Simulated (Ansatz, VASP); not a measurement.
# Cross-check of BN between VASP and Ansatz

One calculation is typed for both programs; each brings its own data sets. How far apart do they land? The cell is taken from a series of VASP runs on this material, whose earlier steps may have relaxed, scaled or displaced it; both programs get it as it stands. Valence electrons are named where the data sets of a main pair hold unlike numbers.

Calculated with Ansatz 0.2.0; plane waves, with VASP 6.6.1 beside it; band structure at HSE06.

## (1) The starting structure

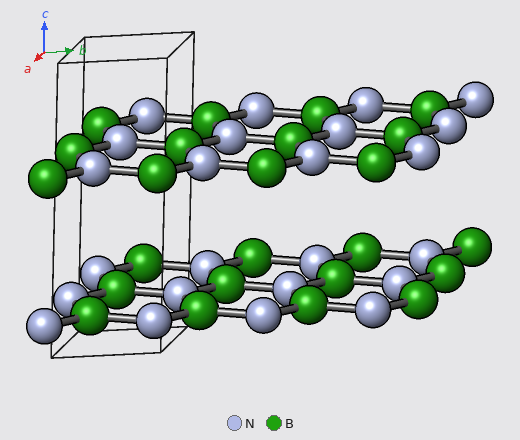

The cell as given, slightly off an axis (nitrogen light blue, boron green). 3×4×1 cells are drawn.

## (2) Ansatz: band structure, HSE06

Ansatz runs on its default PAW (the set named soft_2) files.

The same path points are solved in both programs, so levels can be compared one by one.

input.yaml

```yaml
crystal:
  lattice:
    - [2.50399, 0.0, 0.0]
    - [-1.251995, 2.1685189508, 0.0]
    - [0.0, 0.0, 6.6612]
  atoms:
    - { symbol: "N", position: [0.6666666667, 0.3333333333, 0.25] }
    - { symbol: "N", position: [0.3333333333, 0.6666666667, 0.75] }
    - { symbol: B, position: [0.6666666667, 0.3333333333, 0.75] }
    - { symbol: B, position: [0.3333333333, 0.6666666667, 0.25] }
hamiltonian:
  xc: { exchange: pbe, correlation: pbe, exx: { coeff: 0.25, omega: 0.2 } }
  pseudopotentials: { kind: paw }
kpoints:
  mp_grid: { grid: [7, 7, 2] }
  band_path:
    path:
      - [0.0, 0.0, 0.0]
      - [0.44444, 0.0, 0.0]
      - [0.5, 0.0, 0.0]
      - [0.38889, 0.22222, 0.0]
      - [0.2963, 0.2963, 0.0]
      - [0.18519, 0.18519, 0.0]
      - [0.0, 0.0, 0.11111]
      - [0.0, 0.0, 0.5]
      - [0.44444, 0.0, 0.5]
      - [0.38889, 0.22222, 0.5]
      - [0.18519, 0.18519, 0.5]
      - [0.5, 0.0, 0.38889]
      - [0.33333, 0.33333, 0.0]
      - [0.33333, 0.33333, 0.5]
    npoints: 1
scf:
  occupations: { method: gaussian, width: 0.03 }
  n_extra_bands: 8
output:
  forces: true
  stress: true
  eigenvalues: true
```

Run with:

```sh
ansatz run input.yaml --threads 4 --pin off --max-ram 9216MiB --backend cpu --events-out ev --progress --plain --runs-dir out
```

Numbers of over 12 decimals in the logs are rounded to 6 here.

Log:

```text
Warning: output.stress: scf.convergence.dr2_threshold = 1e-7 eV (the SCF's general default) is looser than the 4e-10 eV advised for a printed stress (1e-10 eV for each atom of the cell: 4). What an SCF threshold leaves in a stress goes as its square root, and in the free energy as the threshold itself, and one threshold admits the most on a small cell: [figures from the program's tests cut] Set scf.convergence.dr2_threshold to 4e-10 eV or tighter. The threshold is an SCF's pass mark: one that does not reach it within its budget of iterations ends unconverged, or closes short of it on a stop that the run arms, and scf.convergence.dr2_threshold's page says what that costs each kind of run
Warning: output.stress: scf.exx.energy_threshold = 1e-6 eV is looser than the 4e-8 eV advised for a stress under a hybrid functional (1e-8 eV for each atom of the cell: 4). Every SCF of the exchange loop can meet its threshold on dr2 while the loop round them stops early: no threshold on dr2 bounds what that leaves in the stress. Set scf.exx.energy_threshold to 4e-8 eV or tighter. The threshold is the loop's pass mark: a loop that does not reach it within its budget of cycles ends unconverged, and scf.exx.energy_threshold's page has the law
scf.n_extra_bands = 8 over 8 filled bands (N_el = 16.0): the run solves 16 bands
Engine: ansatz 0.2.0, aarch64-unknown-linux-gnu
Pseudopotentials: kind: paw
Pseudopotential: N, paw, valence charge 5, recommended cutoff 420 eV (normal), N.paw.azcp
Pseudopotential: B, paw, valence charge 3, recommended cutoff 420 eV (normal), B.paw.azcp
Functional definition: unnamed
  parameter a_1 = 0.25
  parameter omega_1 = 0.2/angstrom
  exchange = pbe_x + (-a_1)*pbe_x_sr(omega_1) + a_1*exact_x_sr(omega_1)
  correlation = pbe_c
Crystal: 4 atoms, lattice volume = 36.170 Å³
Basis set: ecut = 420 eV, 713 PW (Γ), exchange–correlation on 36×36×90 points (8 copies of the dense FFT grid, shifted against one another)
Bands: 16, of which v1, the nominal top of the filled ones, is band 8 counted from 1 (7 counted from 0)
Symmetry: 24 space group operations
Space group: P63/mmc (ITA 194), of the structure as read, at distance tolerance 3.3e-5 Å
k-points: 16 of 98
Non-local potential: N, projectors of the file, l = 0: 2, l = 1: 2, l = 2: 1
Non-local potential: B, projectors of the file, l = 0: 2, l = 1: 2, l = 2: 1
PAW form: soft (Blöchl's): semilocal exchange-correlation on the pseudo side does not see the compensation charge
PAW frozen core: N, regenerated for the run's functional, and the local potential with it (the file was generated under x = pbe(κ = 0.804, μ = 0.219515), c = pbe(β = 0.066725))
PAW frozen core: B, regenerated for the run's functional, and the local potential with it (the file was generated under x = pbe(κ = 0.804, μ = 0.219515), c = pbe(β = 0.066725))
PAW one-centre angular grid: N, 110 points (default); XC on 64 Gauss nodes
PAW one-centre angular grid: B, 110 points (default); XC on 64 Gauss nodes
Initial density: superposition of atomic densities (neutral atoms: chi_scale 0, normalization atom), corrected by the library's trained network
Initial wavefunctions: pseudopotential atomic-orbital guess
Functional: x = pbe(κ = 0.804, μ = 0.219515), c = pbe(β = 0.066725), warm-up for x = pbe(κ = 0.804, μ = 0.219515) + 0.25 (exact − pbe) at short range (hse, ω = 0.2 Å⁻¹), c = pbe(β = 0.066725)
SCF iter   1: F=—  HF=-1084.805230 eV  |F-HF|=—  |Δ(HF+E_count)|=         —  Δρ=1.54e-3  dr2=2.45e-4  ethr=1.77e-3  ⟨swp⟩=2.2  Hψ=1746  notcnv=0
preconditioner: auto → none  [insulator: Δε(μ)=4.486 eV  Ē_g=18.647 eV  σ=0.030 eV  W_gap=1.00  n_scr=4 (ndim 8)  ℏωp=24.7 eV  f_vac=0.023  D(μ)=0.00/eV (n_scr^D=0)]
SCF iter   2: F=-1084.806578 eV  HF=-1084.806222 eV  |F-HF|=3.57e-4  |Δ(HF+E_count)|=   9.92e-4  Δρ=7.39e-4  dr2=3.97e-5  ethr=1.53e-6  ⟨swp⟩=3.2  Hψ=508  notcnv=0
SCF 1 stopped early in 2 iterations: F = -1084.806578 eV  dr2 = 3.97e-5
  greatest PAW one-centre occupation: 0.797 electrons in one spin orbital (limit 2), on the N atom at site 1 (counted from 0), in its partial waves of l = 0
Initial density: handed on by an earlier stage of this run
Initial wavefunctions: those handed on with the density
Functional: x = pbe(κ = 0.804, μ = 0.219515) + 0.25 (exact − pbe) at short range (hse, ω = 0.2 Å⁻¹), c = pbe(β = 0.066725)
Exchange kernel: α = 0.2500, screened, ω = 0.2000 Å⁻¹, Wigner–Seitz truncation, v(0) = 1105.0432 eV·Å³, q-mesh 7×7×2, nearest image of the exchange supercell L = 13.32 Å, pair-density grid 15×15×32, without the augmentation charges, whose exchange is taken in its separable form by FFT convolution over the k-point mesh (sized by the pseudopotential files, 15×15×45 at the most), smooth part of the exact exchange by density-matrix convolution
Frozen-core exchange: fock
SCF iter   1: F=—  HF=-1085.043640 eV  |F-HF|=—  |Δ(HF+E_count)|=         —  Δρ=7.75e-3  dr2=1.42e-2  ethr=2.48e-6  ⟨swp⟩=6.9  Hψ=1270  notcnv=0
preconditioner: auto → none  [insulator: Δε(μ)=5.863 eV  Ē_g=21.062 eV  σ=0.030 eV  W_gap=1.00  n_scr=4 (ndim 8)  ℏωp=24.7 eV  f_vac=0.022  D(μ)=0.00/eV (n_scr^D=0)]
SCF iter   2: F=—  HF=-1085.038884 eV  |F-HF|=—  |Δ(HF+E_count)|=   4.76e-3  Δρ=3.63e-3  dr2=2.43e-3  ethr=2.48e-6  ⟨swp⟩=3.6  Hψ=656  notcnv=0
SCF iter   3: F=—  HF=-1085.044075 eV  |F-HF|=—  |Δ(HF+E_count)|=   5.19e-3  Δρ=1.75e-3  dr2=9.70e-4  ethr=2.48e-6  ⟨swp⟩=3.3  Hψ=535  notcnv=0  defer=1
iter 4 solved again at ethr=6.48e-8 eV; its pass at ethr=2.48e-6 eV (dr2=1.04e-5 eV) is discarded
SCF iter   4: F=—  HF=-1085.043780 eV  |F-HF|=—  |Δ(HF+E_count)|=   2.95e-4  Δρ=2.33e-4  dr2=2.76e-5  ethr=6.48e-8  ⟨swp⟩=2.1  Hψ=930  notcnv=0
SCF iter   5: F=—  HF=-1085.043872 eV  |F-HF|=—  |Δ(HF+E_count)|=   9.22e-5  Δρ=2.43e-4  dr2=1.80e-5  ethr=6.48e-8  ⟨swp⟩=3.1  Hψ=487  notcnv=0  defer=1
SCF iter   6: F=-1085.043867 eV  HF=-1085.043867 eV  |F-HF|=6.49e-8  |Δ(HF+E_count)|=   4.89e-6  Δρ=2.76e-5  dr2=1.57e-6  ethr=6.48e-8  ⟨swp⟩=2.8  Hψ=427  notcnv=0
SCF 2 stopped early in 6 iterations: F = -1085.043867 eV  dr2 = 1.57e-6
  greatest PAW one-centre occupation: 0.799 electrons in one spin orbital (limit 2), on the N atom at site 1 (counted from 0), in its partial waves of l = 0
hybrid outer 1: dexx = +6.276e-3 eV, tail = 1.30e-5 eV
Exchange kernel: α = 0.2500, screened, ω = 0.2000 Å⁻¹, Wigner–Seitz truncation, v(0) = 1105.0432 eV·Å³, q-mesh 7×7×2, nearest image of the exchange supercell L = 13.32 Å, pair-density grid 15×15×32, without the augmentation charges, whose exchange is taken in its separable form by FFT convolution over the k-point mesh (sized by the pseudopotential files, 15×15×45 at the most), smooth part of the exact exchange by density-matrix convolution
Frozen-core exchange: fock
SCF iter   1: F=—  HF=-1085.043956 eV  |F-HF|=—  |Δ(HF+E_count)|=         —  Δρ=4.36e-5  dr2=4.23e-7  ethr=4.08e-7  ⟨swp⟩=4.6  Hψ=701  notcnv=0
preconditioner: auto → none  [insulator: Δε(μ)=5.865 eV  Ē_g=21.059 eV  σ=0.030 eV  W_gap=1.00  n_scr=4 (ndim 8)  ℏωp=24.7 eV  f_vac=0.022  D(μ)=0.00/eV (n_scr^D=0)]
SCF iter   2: F=—  HF=-1085.043955 eV  |F-HF|=—  |Δ(HF+E_count)|=   7.46e-8  Δρ=1.14e-5  dr2=1.12e-7  ethr=2.12e-9  ⟨swp⟩=3.0  Hψ=479  notcnv=0
SCF iter   3: F=-1085.043956 eV  HF=-1085.043956 eV  |F-HF|=1.06e-9  |Δ(HF+E_count)|=   1.18e-7  Δρ=4.82e-6  dr2=3.21e-9  ethr=6.98e-11  ⟨swp⟩=3.8  Hψ=648  notcnv=0  defer=1
SCF 3 converged in 3 iterations: F = -1085.043956 eV  dr2 = 3.21e-9
  Residual-converged pass: ⟨swp⟩=2.4  Hψ=396  notcnv=0  max |occ|·‖R‖ = 2.4e-6 eV (tolerance 2.4e-6 eV)  dr2=3.17e-9  dr2_onsite=4.75e-10  max |Δocc| = 0.0e0
hybrid outer 2: dexx = +1.733e-7 eV, tail = 1.08e-8 eV, Δε = 1.86e-3 eV (about 6.49e-5 eV left of the loop's levels)
NSCF: frozen V_eff on 14 k-points
hybrid SCF converged: 2 outer / 9 inner (+2 warm-up), last move |dexx| = 1.73e-7 eV, tail = 1.08e-8 eV
Stability not checked: this state was not tested for a lower state beside it, because the functional holds exact exchange (a hybrid, or Hartree-Fock), whose exchange loop this test does not read (fock_operator; see scf.lower_state_search)
Free energy (F): -1085.043956 eV
Frozen-core exchange: fock
Harris-Foulkes:  -1085.043956 eV  (|F-HF|=1.06e-9)
Internal energy: -1085.043956 eV  (E = F + TS)
E sigma→0 (E₀):  -1085.043956 eV
Fermi energy:    6.794233 eV
--- Per-component energies (eV) ---
  E_band       = -63.646314
  E_kinetic    = 366.952778
  E_local      = -694.471789  (includes V_loc(G=0)·N_el)
  E_nonlocal   = 113.659976
  E_hartree    = 225.037003
  E_xc         = -149.029655
  E_vxc        = -183.159747  (∫ρ·V_xc dr)
  E_exx        = -39.021840  (= α·E_x^exact, valence–valence)
  E_paw        = -410.225963  (= ΣΔE_a)
  E_vpaw       = -38.657746  (= ΣTr[D̂ρ^β])
  E_aug_tail   = 0.000203  (compensation charges beyond the density's cutoff)
  E_ewald      = -497.875223
  E_core_change = -0.069446  (= ΣΔE_core)
  E_smearing   = -0.000000  (= −TS)
  E_closure    = -0.000000  (closes the sum)
  Σ components = -1085.043956   (vs F -1085.043956, Δ=0.00e0)
--- Forces (eV/Å), atoms counted from 1 ---
  atom   1  N      0.00000000     0.00000000    -0.00000000
  atom   2  N      0.00000000    -0.00000000     0.00000000
  atom   3  B      0.00000000     0.00000000    -0.00000000
  atom   4  B      0.00000000    -0.00000000     0.00000000
  max |Σ_I F_I| component: 2.22e-16 eV/Å
--- Stress (GPa, compression-positive) ---
       -3.728468       0.000000      -0.000000
       -0.000000      -3.728468       0.000000
       -0.000000       0.000000       2.342525
  P = ⅓ Tr σ = -1.7048 GPa (-17.048 kbar)
--- Band table (eV; the first three rows and the last of 16) ---
  k-point 0: bands = [... 4 lower, 2.3079, 2.3079, 2.3470, 2.3470, 10.3251, 15.9096, 17.2320, 17.2320, ... 4 higher]
  k-point 1: bands = [... 4 lower, 2.3276, 2.3276, 2.3276, 2.3276, 12.8585, 12.8585, 17.2994, 17.2994, ... 4 higher]
  k-point 2: bands = [... 4 lower, 0.6708, 0.7120, 1.5659, 1.6156, 11.0242, 15.6124, 16.7178, 17.1530, ... 4 higher]
  k-point 15: bands = [... 4 lower, -3.4006, -3.4006, 3.4799, 3.4799, 10.2986, 10.2986, 17.4944, 17.4944, ... 4 higher]
```

Elapsed: 12 s, on 4 threads of Arm Neoverse V2, shared host; peak memory 0.6 GiB.

[end of part 1 of 2]

[Lines on the potential files, build, host, timing and source positions are cut from VASP's logs without a mark.]

[Logs are printed without paths, hosts, clocks, repeated set-up lines and the standing remarks that a program may print on its own settings, such as how far it seeks lower states.]

[Hosts, paths, dates, database ids (printed as entryN), source tags and the programs' standing remarks are cut or masked in the printed files.]
